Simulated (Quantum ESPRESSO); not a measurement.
**TiAu: non-collinear starts**

Wanted: energies and final angles of several spin textures of TiAu

Main program and level: Quantum ESPRESSO 7.5; LDA; plane waves with GBRV 1.5 LDA potentials, no spin-orbit coupling.

## Step 1: Set-up

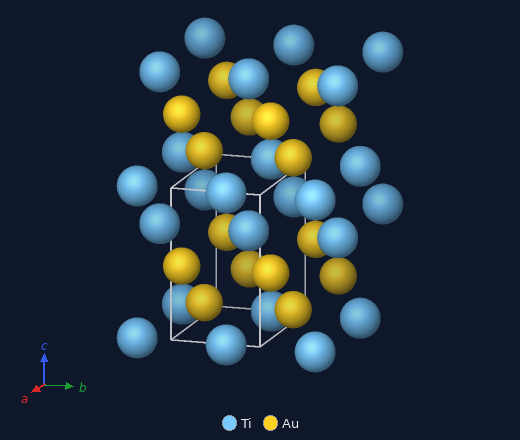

Start, viewed slightly off an axis; titanium blue, gold yellow. 2×2×2 cells are drawn. Some periodic images of atoms are drawn too.

The cell comes from Materials Project 2023-11-01, a database of computed structures, and need not be the stable phase.

## Step 2: Start 1: collinear parallel

Contents of pw.in:

```
&CONTROL
  calculation = 'scf'
  prefix = 'pwscf'
  outdir = './tmp'
  pseudo_dir = './pseudo'
  disk_io = 'nowf'
/
&SYSTEM
  ibrav = 0
  celldm(1) = 8
  nat = 4
  ntyp = 2
  ecutwfc = 34
  ecutrho = 238
  nbnd = 64
  occupations = 'smearing'
  smearing = 'fd'
  degauss = 0.00734986
  noncolin = .true.
  starting_magnetization(1) = 0.0833
  angle1(1) = 0
  angle2(1) = 0
  starting_magnetization(2) = 0
/
&ELECTRONS
  conv_thr = 4d-08
  electron_maxstep = 150
  mixing_beta = 0.3
/
ATOMIC_SPECIES
Ti     47.8670 ti_lda_v1.4.uspp.F.UPF
Au    196.9666 au_lda_v1.uspp.F.UPF
CELL_PARAMETERS alat
   1.0901526168627    0.0000000000000    0.0000000000000
   0.0000000000000    0.6980635076285    0.0000000000000
   0.0000000000000    0.0000000000000    1.1686805710032
ATOMIC_POSITIONS crystal
Ti      0.2500000000    0.0000000000    0.8201905100
Ti      0.7500000000    0.0000000000    0.1798094900
Au      0.2500000000    0.5000000000    0.3241104800
Au      0.7500000000    0.5000000000    0.6758895200
K_POINTS automatic
4 6 4 0 0 0
```

Launch:

```bash
$ OMP_NUM_THREADS=1 mpirun -n 4 pw.x -nk 4 -in pw.in > pw.out
```

The program printed:

```text
Program PWSCF v.7.5 starts

     Message from routine setup:
     using ibrav=0 with symmetry is DISCOURAGED, use correct ibrav instead

     K-points division:     npool     =       4
     Subspace diagonalization in iterative solution of the eigenvalue problem:

     bravais-lattice index     =            0
     lattice parameter (alat)  =       8.0000  a.u.
     unit-cell volume          =     455.3528 (a.u.)^3
     number of atoms/cell      =            4
     number of atomic types    =            2
     number of electrons       =        46.00
     number of Kohn-Sham states=           64
     kinetic-energy cutoff     =      34.0000  Ry
     charge density cutoff     =     238.0000  Ry
     scf convergence threshold =      4.0E-08
     mixing beta               =       0.3000
     number of iterations used =            8  plain     mixing
     Exchange-correlation= SLA  PZ   NOGX NOGC
                           (   1   1   0   0   0   0   0)
     Noncollinear calculation without spin-orbit

     celldm(1)=   8.000000  celldm(2)=   0.000000  celldm(3)=   0.000000
     celldm(4)=   0.000000  celldm(5)=   0.000000  celldm(6)=   0.000000

     crystal axes: (cart. coord. in units of alat)
               a(1) = (   1.090153   0.000000   0.000000 )
               a(2) = (   0.000000   0.698064   0.000000 )
               a(3) = (   0.000000   0.000000   1.168681 )

     reciprocal axes: (cart. coord. in units 2 pi/alat)
               b(1) = (  0.917303  0.000000  0.000000 )
               b(2) = (  0.000000  1.432534  0.000000 )
               b(3) = (  0.000000  0.000000  0.855666 )

     PseudoPot. # 1 for Ti read from file:
     ti_lda_v1.4.uspp.F.UPF
     Pseudo is Ultrasoft + core correction, Zval = 12.0

     PseudoPot. # 2 for Au read from file:
     au_lda_v1.uspp.F.UPF
     Pseudo is Ultrasoft + core correction, Zval = 11.0

     atomic species   valence    mass     pseudopotential
     Ti               12.00    47.86700     Ti( 1.00)
     Au               11.00   196.96660     Au( 1.00)

      8 Sym. Ops., with inversion, found ( 4 have fractional translation)

   Cartesian axes

     site n.     atom                  positions (alat units)
         1        Ti     tau(   1) = (   0.2725382   0.0000000   0.9585407  )
         2        Ti     tau(   2) = (   0.8176145   0.0000000   0.2101399  )
         3        Au     tau(   3) = (   0.2725382   0.3490318   0.3787816  )
         4        Au     tau(   4) = (   0.8176145   0.3490318   0.7898990  )

     number of k points=    36  Fermi-Dirac smearing, width (Ry)=  0.0073
                       cart. coord. in units 2pi/alat
        k(    1) = (   0.0000000   0.0000000   0.0000000), wk =   0.0104167
        k(    2) = (   0.0000000   0.0000000   0.2139165), wk =   0.0208333
        k(    3) = (   0.0000000   0.0000000  -0.4278329), wk =   0.0104167
        k(    4) = (   0.0000000   0.2387557   0.0000000), wk =   0.0208333
        k(    5) = (   0.0000000   0.2387557   0.2139165), wk =   0.0416667
        [... 31 further k-points ...]

     Dense  grid:    28281 G-vectors     FFT dimensions: (  48,  27,  45)

     Smooth grid:    12211 G-vectors     FFT dimensions: (  36,  24,  36)

     Check: negative core charge=   -0.000008
     Generating pointlists ...
     new r_m :   0.2759 (alat units)  2.2072 (a.u.) for type    1
     new r_m :   0.2759 (alat units)  2.2072 (a.u.) for type    2

     Initial potential from superposition of free atoms

     starting charge      43.9997, renormalised to      46.0000

     negative rho (up, down):  2.915E-03 0.000E+00

 ==============================================================================
     atom number    1 relative position :    0.2725   0.0000   0.9585
     charge :    10.262418  (integrated on a sphere of radius 0.276)
     magnetization :          0.000000    0.000000    0.834719
     magnetization/charge:    0.000000    0.000000    0.081337
     polar coord.: r, theta, phi [deg] :     0.834719    0.000000  360.000000

 ==============================================================================

 ==============================================================================
     atom number    2 relative position :    0.8176   0.0000   0.2101
     charge :    10.262418  (integrated on a sphere of radius 0.276)
     magnetization :          0.000000    0.000000    0.834719
     magnetization/charge:    0.000000    0.000000    0.081337
     polar coord.: r, theta, phi [deg] :     0.834719    0.000000  360.000000

 ==============================================================================

 ==============================================================================
     atom number    3 relative position :    0.2725   0.3490   0.3788
     charge :     9.900018  (integrated on a sphere of radius 0.276)
     magnetization :          0.000000    0.000000    0.022647
     magnetization/charge:    0.000000    0.000000    0.002288
     polar coord.: r, theta, phi [deg] :     0.022647    0.000000  360.000000

 ==============================================================================

 ==============================================================================
     atom number    4 relative position :    0.8176   0.3490   0.7899
     charge :     9.900018  (integrated on a sphere of radius 0.276)
     magnetization :          0.000000    0.000000    0.022647
     magnetization/charge:    0.000000    0.000000    0.002288
     polar coord.: r, theta, phi [deg] :     0.022647    0.000000  360.000000

 ==============================================================================
     Starting wfcs are   76 randomized atomic wfcs

     Self-consistent Calculation

     iteration #  1     ecut=    34.00 Ry     beta= 0.30
     Davidson diagonalization with overlap
     ethr =  1.00E-02,  avg # of iterations =  2.0

     negative rho (up, down):  1.687E-03 0.000E+00

     total energy              =    -462.03980712 Ry
     estimated scf accuracy    <      16.57866839 Ry

     total magnetization       =    -0.00     0.00     0.71 Bohr mag/cell
     absolute magnetization    =     1.25 Bohr mag/cell

     iteration #  2     ecut=    34.00 Ry     beta= 0.30
     Davidson diagonalization with overlap
     ethr =  1.00E-02,  avg # of iterations =  3.8

     negative rho (up, down):  2.100E-03 0.000E+00

     total energy              =    -468.40609908 Ry
     estimated scf accuracy    <       9.40558731 Ry

     total magnetization       =    -0.00    -0.00     0.09 Bohr mag/cell
     absolute magnetization    =     0.11 Bohr mag/cell

     [... further iterations left out ...]

     iteration # 19     ecut=    34.00 Ry     beta= 0.30
     Davidson diagonalization with overlap
     ethr =  9.26E-11,  avg # of iterations =  3.6

     negative rho (up, down):  1.979E-03 0.000E+00

     total energy              =    -468.44204566 Ry
     estimated scf accuracy    <       0.00000004 Ry

     total magnetization       =    -0.00    -0.00     0.65 Bohr mag/cell
     absolute magnetization    =     0.66 Bohr mag/cell

     iteration # 20     ecut=    34.00 Ry     beta= 0.30
     Davidson diagonalization with overlap
     ethr =  8.81E-11,  avg # of iterations =  1.9

     negative rho (up, down):  1.979E-03 0.000E+00

 ==============================================================================
     atom number    1 relative position :    0.2725   0.0000   0.9585
     charge :    10.364997  (integrated on a sphere of radius 0.276)
     magnetization :         -0.000000   -0.000000    0.262243
     magnetization/charge:   -0.000000   -0.000000    0.025301
     polar coord.: r, theta, phi [deg] :     0.262243    0.000000  360.000000

 ==============================================================================

 ==============================================================================
     atom number    2 relative position :    0.8176   0.0000   0.2101
     charge :    10.364997  (integrated on a sphere of radius 0.276)
     magnetization :          0.000000    0.000000    0.262243
     magnetization/charge:    0.000000    0.000000    0.025301
     polar coord.: r, theta, phi [deg] :     0.262243    0.000000  360.000000

 ==============================================================================

 ==============================================================================
     atom number    3 relative position :    0.2725   0.3490   0.3788
     charge :     9.310689  (integrated on a sphere of radius 0.276)
     magnetization :          0.000000   -0.000000    0.008146
     magnetization/charge:    0.000000   -0.000000    0.000875
     polar coord.: r, theta, phi [deg] :     0.008146    0.000000  360.000000

 ==============================================================================

 ==============================================================================
     atom number    4 relative position :    0.8176   0.3490   0.7899
     charge :     9.310689  (integrated on a sphere of radius 0.276)
     magnetization :         -0.000000    0.000000    0.008146
     magnetization/charge:   -0.000000    0.000000    0.000875
     polar coord.: r, theta, phi [deg] :     0.008146    0.000000  360.000000

 ==============================================================================

     End of self-consistent calculation

     [... lines left out ...]
     the Fermi energy is    14.7977 ev

!    total energy              =    -468.44204567 Ry
     estimated scf accuracy    <          9.4E-10 Ry
     smearing contrib. (-TS)   =      -0.01230744 Ry
     internal energy E=F+TS    =    -468.42973823 Ry

     The total energy is F=E-TS. E is the sum of the following terms:
     one-electron contribution =     -57.11452907 Ry
     hartree contribution      =      64.00720988 Ry
     xc contribution           =    -159.80297016 Ry
     ewald contribution        =    -315.51944887 Ry

     total magnetization       =    -0.00    -0.00     0.65 Bohr mag/cell
     absolute magnetization    =     0.66 Bohr mag/cell

     convergence has been achieved in  20 iterations

=------------------------------------------------------------------------------=
   JOB DONE.
=------------------------------------------------------------------------------=
```

Elapsed: 60 s, on 4 MPI ranks of Arm Neoverse V2, shared host; peak memory 0.65 GiB.

Spin moment in the atom's sphere by atom:

```
atom  x (μB)  y (μB)  z (μB)   size
 Ti1   0.000   0.000   0.262  0.262
 Ti2   0.000   0.000   0.262  0.262
 Au3   0.000   0.000   0.008  0.008
 Au4   0.000   0.000   0.008  0.008
```

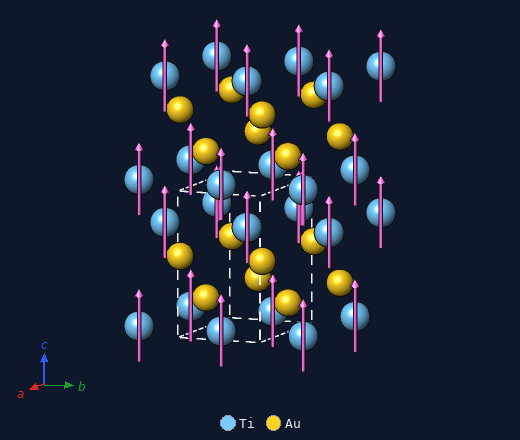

Spin moment in the atom's sphere as arrows, the longest 0.262 μB. 2×2×2 cells are drawn. Some periodic images of atoms are drawn too.

Read from the output:

```yaml
smearing_term_ts: 0.1675 eV
magnetization: 0, 0, 0.65 μB
absolute_magnetization: 0.657 μB
final_state: ferromagnetic
```

## Step 3: Start 2: two sublattices 30 degrees apart

Changes to pw.in since step 2:

```diff
@@ -11,3 +11,3 @@
   nat = 4
-  ntyp = 2
+  ntyp = 3
   ecutwfc = 34
@@ -20,5 +20,8 @@
   starting_magnetization(1) = 0.0833
-  angle1(1) = 0
+  angle1(1) = 90
   angle2(1) = 0
-  starting_magnetization(2) = 0
+  starting_magnetization(2) = 0.0833
+  angle1(2) = 90
+  angle2(2) = 30.001
+  starting_magnetization(3) = 0
 /
@@ -30,3 +33,4 @@
 ATOMIC_SPECIES
-Ti     47.8670 ti_lda_v1.4.uspp.F.UPF
+Ti1    47.8670 ti_lda_v1.4.uspp.F.UPF
+Ti2    47.8670 ti_lda_v1.4.uspp.F.UPF
 Au    196.9666 au_lda_v1.uspp.F.UPF
@@ -37,4 +41,4 @@
 ATOMIC_POSITIONS crystal
-Ti      0.2500000000    0.0000000000    0.8201905100
-Ti      0.7500000000    0.0000000000    0.1798094900
+Ti1     0.2500000000    0.0000000000    0.8201905100
+Ti2     0.7500000000    0.0000000000    0.1798094900
 Au      0.2500000000    0.5000000000    0.3241104800
```

The program printed:

```text
     [... lines left out ...]
Program PWSCF v.7.5 starts
     [... lines left out ...]
     number of atoms/cell      =            4
     [... lines left out ...]
     number of electrons       =        46.00
     number of Kohn-Sham states=           64
     kinetic-energy cutoff     =      34.0000  Ry
     charge density cutoff     =     238.0000  Ry
     scf convergence threshold =      4.0E-08
     [... lines left out ...]
     Noncollinear calculation without spin-orbit
     [... lines left out ...]
      2 Sym. Ops. (no inversion) found ( 1 have fractional translation)
     [... lines left out ...]
     number of k points=    72  Fermi-Dirac smearing, width (Ry)=  0.0073
     [... lines left out ...]
     iteration # 21     ecut=    34.00 Ry     beta= 0.30
     [... lines left out ...]
     atom number    1 relative position :    0.2725   0.0000   0.9585
     [... lines left out ...]
     magnetization :          0.259340    0.070572    0.000000
     [... lines left out ...]
     atom number    2 relative position :    0.8176   0.0000   0.2101
     [... lines left out ...]
     magnetization :          0.259876    0.068570    0.000000
     [... lines left out ...]
     atom number    3 relative position :    0.2725   0.3490   0.3788
     [... lines left out ...]
     magnetization :          0.008017    0.002145    0.000000
     [... lines left out ...]
     atom number    4 relative position :    0.8176   0.3490   0.7899
     [... lines left out ...]
     magnetization :          0.008015    0.002151   -0.000000
     [... lines left out ...]
     the Fermi energy is    14.7979 ev
!    total energy              =    -468.44204535 Ry
     estimated scf accuracy    <       0.00000004 Ry
     smearing contrib. (-TS)   =      -0.01224428 Ry
     [... lines left out ...]
     total magnetization       =     0.64     0.17    -0.00 Bohr mag/cell
     absolute magnetization    =     0.67 Bohr mag/cell
     convergence has been achieved in  21 iterations
```

Wall time 2 min (4 MPI ranks); peak memory 0.76 GiB; 8 min of CPU time.

Spin moment in the atom's sphere by atom:

| atom | x (μB) | y (μB) | z (μB) | size |
| --- | --- | --- | --- | --- |
| Ti1 | 0.259 | 0.071 | 0.000 | 0.269 |
| Ti2 | 0.260 | 0.069 | 0.000 | 0.269 |
| Au3 | 0.008 | 0.002 | 0.000 | 0.008 |
| Au4 | 0.008 | 0.002 | 0.000 | 0.008 |

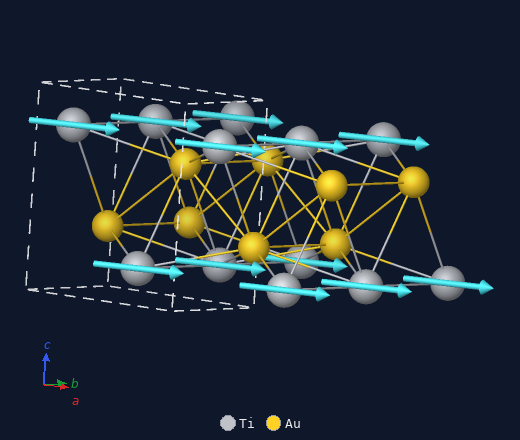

Spin moment in the atom's sphere as arrows, the longest 0.269 μB. 2×2×1 cells are drawn. Some periodic images of atoms are drawn too.

Numbers from this step:

```
smearing term TS       : 0.1666 eV
magnetization          : 0.643, 0.172, 0 μB
absolute magnetization : 0.673 μB
final state            : ferromagnetic
```

(Continued in part 2 of 2.)

[Logs and program files are shortened in this print: banners, set-up blocks, solver, clock and traceback lines can be left out without a mark of their own.]

[Logs are printed without paths, hosts, clocks, repeated set-up lines and the standing remarks that a program may print on its own settings, such as how far it seeks lower states.]

[Hosts, paths, dates, database ids (printed as entryN), source tags and the programs' standing remarks are cut or masked in the printed files.]

[Where a cell is said to come from a database of computed structures, the database is the Materials Project.]
